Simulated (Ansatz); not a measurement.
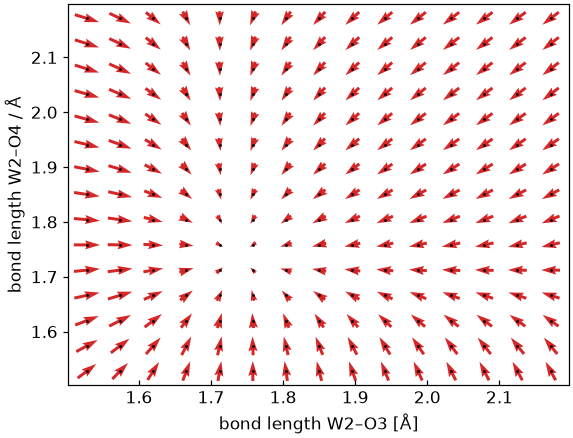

O3W, SMILES [O]=[W](=[O])=[O]. 
- First axis: bond length W2–O3. Second axis: bond length W2–O4.
- Nothing is relaxed (all other coordinates rigid).
- Grid: 15 × 15 points; 120 points were computed and 105 follow by symmetry.
- Points are written as (first, second).
- Level of theory: RKS PBE-D4/def2-TZVP in Ansatz.

In the figure: dots at the grid points, arrows along the force (downhill), their lengths compressed.

The arrows alone are given. Where is the energy lowest?

Answer. The arrows converge at about (1.737 Å, 1.737 Å) (read from the interpolated surface).

The energy map of the same scan:

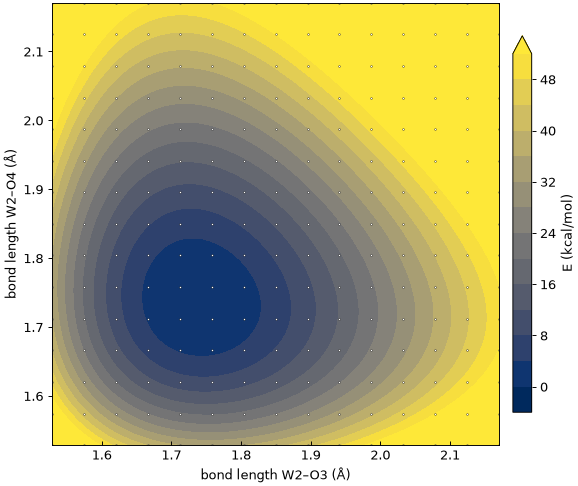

Energies are in kcal/mol, from the relaxed molecule at the same level; between grid points the surface is interpolated.
